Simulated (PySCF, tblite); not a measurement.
# ClFH₆NPSi₂, a small molecule taken as a stand-in for a surface group (Si site with back bonds Cl, N, [PH][SiH3]): NMR shifts, core binding energies and electronic excitations

What NMR shifts, core binding energies and electronic excitations should one expect for `N[Si](F)(Cl)P[SiH3]`?

Computed with tblite 0.8.0 and PySCF 2.14.0; each step states its level. No surroundings beyond the atoms listed, unless a continuum is named. Atoms count from 0, parts from 1.

## Step 1: The system as given

12 atoms, charge 0, multiplicity 1; geometry: distance geometry start.

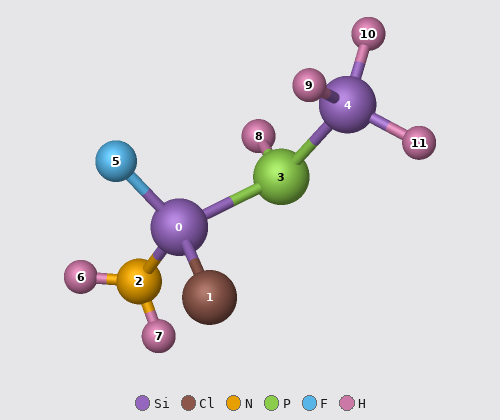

The starting geometry (silicon purple, chlorine brown, nitrogen amber, phosphorus green, fluorine blue, hydrogen pink), atoms numbered.

## Step 2: Relaxing the cluster with GFN2-xTB

The job: settings as JSON, then the geometry in Å.

```
{"job": {"kind": "relax", "xc": "GFN2-xTB", "basis": "xTB"}, "charge": 0, "multiplicity": 1}
Si     1.159948    -0.366660    -0.252885
Cl     0.921535    -2.397209    -0.619227
N      2.560179    -0.110714     0.783071
P     -0.536997     0.397090     0.932541
Si    -2.480306     0.249297    -0.029610
F      1.377654     0.484783    -1.695747
H      3.390551     0.254951     0.288391
H      2.761598    -0.898749     1.410571
H     -0.259502     1.746331     1.279540
H     -2.414991    -0.083711    -1.447556
H     -3.231266     1.500172     0.101996
H     -3.280663    -0.783000     0.646025
```

Method: GFN2-xTB geometry optimisation, gas phase.

Launch:

```bash
$ OMP_NUM_THREADS=1 python cluster_run.py task.json out
```

This one command runs all jobs of the session in turn.

Log:

```text
step      E/eV     max force
  0    -580.71699    1.511
  1    -580.85146    1.038
  2    -580.97531    1.130
  3    -581.01661    0.926
  4    -581.10692    0.666
  5    -581.12635    0.520
  6    -581.16285    0.335
  7    -581.16943    0.327
  8    -581.18357    0.308
  9    -581.19456    0.297
 10    -581.21139    0.334
 11    -581.22548    0.295
 12    -581.23561    0.239
 13    -581.24189    0.232
 14    -581.24680    0.236
 15    -581.25119    0.174
 16    -581.25467    0.126
 17    -581.25696    0.130
 18    -581.25889    0.118
 19    -581.26144    0.170
 20    -581.26455    0.170
 21    -581.26698    0.118
 22    -581.26805    0.072
 23    -581.26859    0.069
 24    -581.26935    0.093
 25    -581.27074    0.152
 26    -581.27304    0.175
 27    -581.27588    0.179
 28    -581.27850    0.200
 29    -581.28065    0.139
 30    -581.28248    0.182
 31    -581.28451    0.159
 32    -581.28737    0.179
 33    -581.29082    0.207
 34    -581.29437    0.202
 35    -581.29510    0.360
 36    -581.29773    0.091
 37    -581.29835    0.080
 38    -581.29924    0.059
 39    -581.29989    0.073
 40    -581.30100    0.088
 41    -581.30175    0.071
 42    -581.30264    0.085
 43    -581.30333    0.077
 44    -581.30389    0.064
 45    -581.30431    0.060
 46    -581.30477    0.068
 47    -581.30536    0.081
 48    -581.30607    0.078
 49    -581.30664    0.065
 50    -581.30688    0.105
 51    -581.30710    0.034
 52    -581.30725    0.031
 53    -581.30761    0.039
 54    -581.30794    0.043
 55    -581.30839    0.063
 56    -581.30866    0.042
 57    -581.30885    0.040
 58    -581.30903    0.045
 59    -581.30927    0.046
 60    -581.30963    0.079
 61    -581.31005    0.068
 62    -581.31048    0.068
 63    -581.31083    0.070
 64    -581.31116    0.056
 65    -581.31150    0.093
 66    -581.31206    0.130
 67    -581.31298    0.136
 68    -581.31416    0.139
 69    -581.31515    0.105
 70    -581.31589    0.102
 71    -581.31638    0.072
 72    -581.31660    0.072
 73    -581.31683    0.058
 74    -581.31793    0.051
 75    -581.31857    0.061
 76    -581.31907    0.048
 77    -581.31932    0.059
 78    -581.31948    0.046
 79    -581.31970    0.041
 80    -581.31997    0.030
 81    -581.32023    0.029
 82    -581.32050    0.034
 83    -581.32079    0.047
 84    -581.32104    0.046
 85    -581.32132    0.054
 86    -581.32163    0.050
 87    -581.32182    0.029
 88    -581.32194    0.027
 89    -581.32205    0.029
 90    -581.32223    0.043
 91    -581.32256    0.060
 92    -581.32308    0.074
 93    -581.32373    0.079
 94    -581.32430    0.072
 95    -581.32459    0.076
 96    -581.32498    0.053
 97    -581.32525    0.047
 98    -581.32565    0.033
 99    -581.32593    0.045
100    -581.32632    0.047
101    -581.32671    0.056
102    -581.32682    0.044
103    -581.32719    0.053
104    -581.32731    0.042
105    -581.32756    0.029
106    -581.32774    0.037
107    -581.32819    0.057
108    -581.32860    0.057
109    -581.32892    0.034
110    -581.32908    0.026
111    -581.32918    0.024
112    -581.32931    0.031
113    -581.32946    0.033
114    -581.32957    0.022
115    -581.32962    0.016
116    -581.32967    0.019
117    -581.32972    0.022
118    -581.32977    0.020
119    -581.32979    0.010
120    -581.32980    0.010
121    -581.32981    0.010
122    -581.32983    0.011
123    -581.32984    0.011
124    -581.32985    0.008
125    -581.32986    0.006
```

It took 4.2 s on 1 thread of Intel Xeon 6975P-C, shared host.

The steps of the relaxation:

```csv
step,energy from step 0 (eV),largest force (eV/Å)
0,0.0000,1.5109
5,-0.4094,0.5202
10,-0.4944,0.3340
15,-0.5342,0.1737
20,-0.5476,0.1700
25,-0.5538,0.1519
30,-0.5655,0.1819
35,-0.5781,0.3598
40,-0.5840,0.0876
45,-0.5873,0.0601
50,-0.5899,0.1049
55,-0.5914,0.0632
60,-0.5926,0.0789
65,-0.5945,0.0927
70,-0.5989,0.1024
75,-0.6016,0.0614
80,-0.6030,0.0303
85,-0.6043,0.0531
90,-0.6052,0.0430
95,-0.6076,0.0762
100,-0.6093,0.0468
105,-0.6106,0.0292
110,-0.6121,0.0260
115,-0.6126,0.0163
120,-0.6128,0.0098
125,-0.6129,0.0058
```

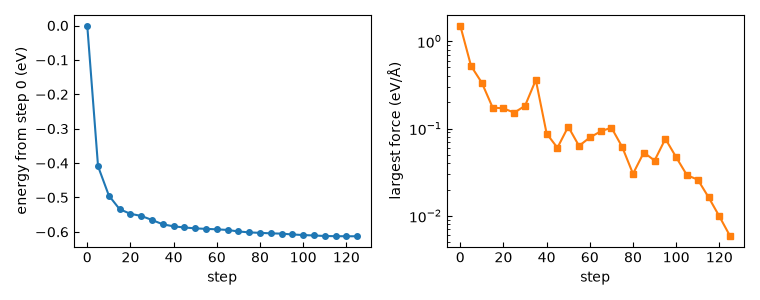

Energy and largest force along the relaxation.

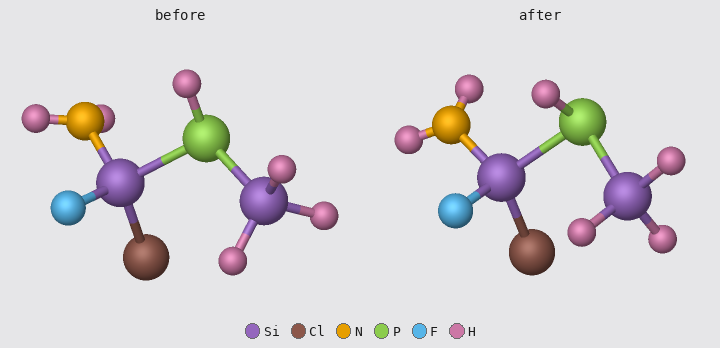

Before and after, at one scale.

Distances of close pairs at the start and the end, largest changes first:

```csv
bond,before (Å),after (Å),change (Å)
Si0–F5,1.689,1.618,-0.072
P3–Si4,2.173,2.239,+0.066
Si0–Cl1,2.077,2.021,-0.056
Si0–N2,1.760,1.709,-0.051
P3–H8,1.421,1.381,-0.040
N2–H6,1.033,1.007,-0.026
N2–H7,1.027,1.005,-0.022
Si0–P3,2.206,2.222,+0.016
```

## Step 3: Relaxing the molecule at PBE0-D3(BJ)/def2-SVP

The job: settings as JSON, then the geometry in Å.

```
{"job": {"xc": "PBE0", "basis": "def2-SVP", "d3": "d3bj", "grid": 2, "kind": "geom", "shake": 0.01}, "charge": 0, "multiplicity": 1}
Si     1.024590    -0.465578    -0.191004
Cl     0.600238    -2.387574    -0.585978
N      2.518457    -0.102889     0.467676
P     -0.497320     0.464050     1.131396
Si    -2.346651     0.270960    -0.176285
F      1.099546     0.221775    -1.672722
H      3.387453    -0.338393    -0.028003
H      2.694062    -0.151896     1.465267
H     -0.215245     1.761643     0.792507
H     -2.122316     0.672884    -1.546846
H     -3.352670     1.149928     0.455817
H     -2.751653    -1.122494    -0.094825
```

Log:

```text
step   0  E = -1537.67140761  max force = 0.032072
step   1  E = -1537.67758110  max force = 0.014894
step   2  E = -1537.67832200  max force = 0.007633
step   3  E = -1537.67855892  max force = 0.001297
step   4  E = -1537.67862416  max force = 0.001380
step   5  E = -1537.67871364  max force = 0.003087
step   6  E = -1537.67875316  max force = 0.002426
step   7  E = -1537.67877527  max force = 0.000792
step   8  E = -1537.67878306  max force = 0.000369
optimisation converged
```

It took 55 s on 1 thread of Intel Xeon 6975P-C, shared host; peak memory 0.69 GiB.

Step by step:

```csv
step,energy from step 0 (eV),largest force component (eV/Å)
0,0.0000,1.6492
1,-0.1680,0.7659
2,-0.1882,0.3925
3,-0.1946,0.0667
4,-0.1964,0.0710
5,-0.1988,0.1587
6,-0.1999,0.1247
7,-0.2005,0.0407
8,-0.2007,0.0190
```

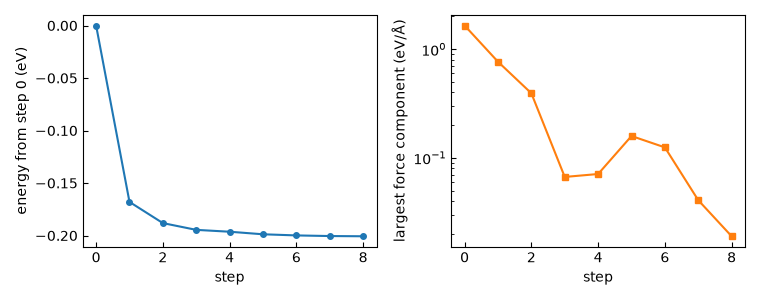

Energy and largest force along the relaxation.

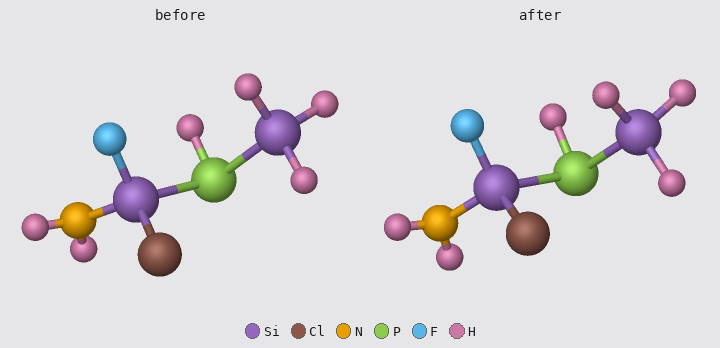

Before and after, at one scale.

Distances of close pairs at the start and the end, largest changes first:

```csv
bond,before (Å),after (Å),change (Å)
Si0–Cl1,2.008,2.076,+0.068
P3–H8,1.370,1.429,+0.059
Si4–H9,1.446,1.492,+0.046
Si4–H11,1.453,1.490,+0.036
Si0–N2,1.672,1.699,+0.026
Si4–H10,1.478,1.493,+0.015
Si0–F5,1.635,1.620,-0.015
N2–H6,1.028,1.014,-0.014
```

The final coordinates are the input of the step that follows.

```csv
at the end point,value
point group (found at 0.08 Å tolerance),C1
"rotational constants (GHz, main isotopes)","1.869, 1.105, 0.910"
dipole moment (D),1.90
```

## Step 4: Nuclear shieldings: PBE0/pcSseg-1

The job: settings as JSON, then the geometry in Å.

```
{"job": {"kind": "nmr", "xc": "PBE0", "basis": "pcSseg-1"}, "charge": 0, "multiplicity": 1}
Si     1.031692    -0.274070    -0.213969
Cl     0.369831    -2.153200    -0.795804
N      2.560038    -0.245319     0.526827
P     -0.490424     0.556579     1.185559
Si    -2.294315     0.196444    -0.144822
F      1.180567     0.537543    -1.608613
H      3.405095    -0.432977    -0.001668
H      2.657307    -0.482636     1.506930
H     -0.260742     1.901781     0.761130
H     -1.995454     0.332135    -1.600357
H     -3.321386     1.205952     0.249860
H     -2.802082    -1.173326     0.146820
```

Level: GIAO PBE0/pcSseg-1 NMR shielding, non-relativistic, gas phase.

Log:

```text
coarse grid: 12368 points
cycle   1  E = -1538.0376737829  dE =  3.535e-01  |g| = 6.550e-01  |ddm| = 3.176e+00
cycle   2  E = -1537.9707965826  dE =  6.688e-02  |g| = 9.392e-01  |ddm| = 1.174e+00
cycle   3  E = -1538.1172682904  dE = -1.465e-01  |g| = 7.448e-02  |ddm| = 6.922e-01
cycle   4  E = -1538.1182524965  dE = -9.842e-04  |g| = 3.067e-02  |ddm| = 9.681e-02
cycle   5  E = -1538.1184179560  dE = -1.655e-04  |g| = 7.242e-03  |ddm| = 2.900e-02
cycle   6  E = -1538.1184287188  dE = -1.076e-05  |g| = 2.714e-03  |ddm| = 8.785e-03
cycle   7  E = -1538.1184300701  dE = -1.351e-06  |g| = 5.007e-04  |ddm| = 2.540e-03
final grid: 102352 points
cycle   8  E = -1538.1531369584  dE = -2.372e-05  |g| = 5.798e-03  |ddm| = 1.669e-02
cycle   9  E = -1538.1531322804  dE =  4.678e-06  |g| = 7.239e-03  |ddm| = 9.735e-03
cycle  10  E = -1538.1531430661  dE = -1.079e-05  |g| = 7.164e-04  |ddm| = 5.638e-03
cycle  11  E = -1538.1531431483  dE = -8.217e-08  |g| = 1.852e-04  |ddm| = 7.381e-04
cycle  12  E = -1538.1531431568  dE = -8.565e-09  |g| = 4.284e-05  |ddm| = 2.733e-04
cycle  13  E = -1538.1531431572  dE = -3.420e-10  |g| = 1.852e-05  |ddm| = 5.112e-05
converged SCF energy = -1538.1531431572

GIAO shielding tensors (ppm)
atom      isotropic    diamagn.    paramagn.     s11        s22        s33       span
  0 Si     342.733     877.953    -535.220    295.748    342.293    390.159     94.411
  1 Cl     810.542    1149.959    -339.417    697.273    749.844    984.509    287.236
  2 N      218.835     317.982     -99.147    190.374    208.057    258.075     67.700
  3 P      608.538     970.022    -361.484    528.762    589.612    707.240    178.478
  4 Si     427.832     879.506    -451.674    409.410    420.162    453.922     44.512
  5 F      302.370     471.407    -169.038    249.615    293.666    363.828    114.213
  6 H       29.789      28.100       1.688     22.913     25.039     41.415     18.502
  7 H       29.927      30.187      -0.260     23.237     26.864     39.680     16.443
  8 H       29.816      30.866      -1.050     24.291     26.545     38.611     14.320
  9 H       26.811      28.658      -1.847     22.657     26.327     31.450      8.793
 10 H       27.129      28.200      -1.071     23.381     24.458     33.548     10.168
 11 H       27.209      28.877      -1.668     23.583     25.567     32.478      8.895
```

Run time: 13 s. Hardware: 1 thread of Intel Xeon 6975P-C, shared host; peak memory 0.94 GiB.

Shifts follow as δ = σ(reference) − σ, with reference shieldings (ppm) from runs at the same level and on the same kind of geometry: $^{1}$H TMS 31.27, $^{29}$Si TMS 352.0, $^{19}$F CFCl3 177.2, $^{15}$N NH3 265.7, $^{31}$P H3PO4 310.1, $^{35}$Cl HCl 943. The references are single molecules in the gas phase, so shifts against H2O, NH3, PH3, H3PO4 or CFCl3 are not on the usual liquid scales and can be off by tens of ppm.

```csv
atoms,environment,σ (ppm),δ (ppm)
H9,hydrogen on a silicon bonded to P,26.81,4.46
H10,hydrogen on a silicon bonded to P,27.13,4.14
H11,hydrogen on a silicon bonded to P,27.21,4.06
H6,hydrogen on a nitrogen bonded to Si,29.79,1.48
H8,hydrogen on a phosphorus bonded to 2 Si,29.82,1.45
H7,hydrogen on a nitrogen bonded to Si,29.93,1.34
Si0,"silicon bonded to Cl, F, N, P",342.7,9.3
Si4,"silicon bonded to P, 3 H",427.8,-75.8
Cl1,chlorine bonded to Si,811,133
N2,"nitrogen bonded to Si, 2 H",218.8,46.8
P3,"phosphorus bonded to 2 Si, H",608.5,-298.4
F5,fluorine bonded to Si,302.4,-125.1
```

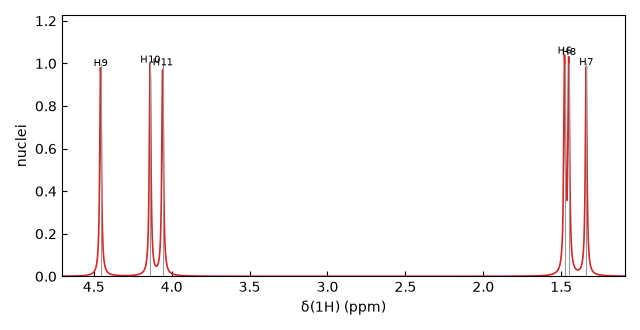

$^{1}$H lines at the computed shifts, without couplings. Lines are broadened to a width of 0.01 ppm (Lorentzian).

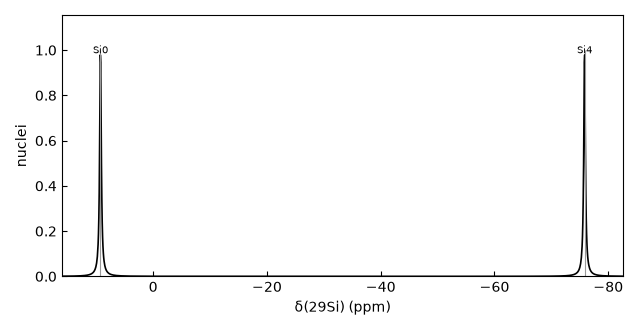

$^{29}$Si lines at the computed shifts, without couplings. Lines are broadened to a width of 0.34 ppm (Lorentzian).

The run also stored atomic charges by several schemes (e):

```csv
atoms,Mulliken,IAO,Hirshfeld,ESP fit
Si0,1.05,1.23,0.41,0.75
Cl1,-0.34,-0.34,-0.14,-0.22
N2,-0.61,-0.83,-0.31,-0.95
P3,-0.41,-0.24,-0.07,-0.37
Si4,0.30,0.41,0.25,0.30
F5,-0.40,-0.53,-0.20,-0.28
```

Hirshfeld charges:

```csv
atom,value (e)
Si0,0.41
Cl1,-0.14
N2,-0.31
P3,-0.07
Si4,0.25
F5,-0.20
H6,0.13
H7,0.13
H8,0.00
H9,-0.07
H10,-0.07
H11,-0.07
```

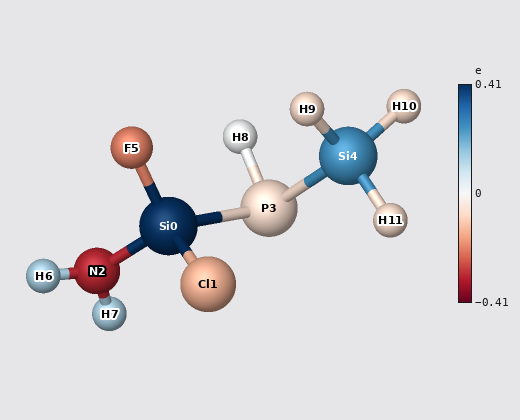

Hirshfeld charges, as colours on the atoms.

Mayer bond orders: Si0–Cl1 0.92, Si0–N2 1.12, Si0–P3 0.97, P3–Si4 0.90, Si0–F5 0.95.

[end of part 1 of 2]
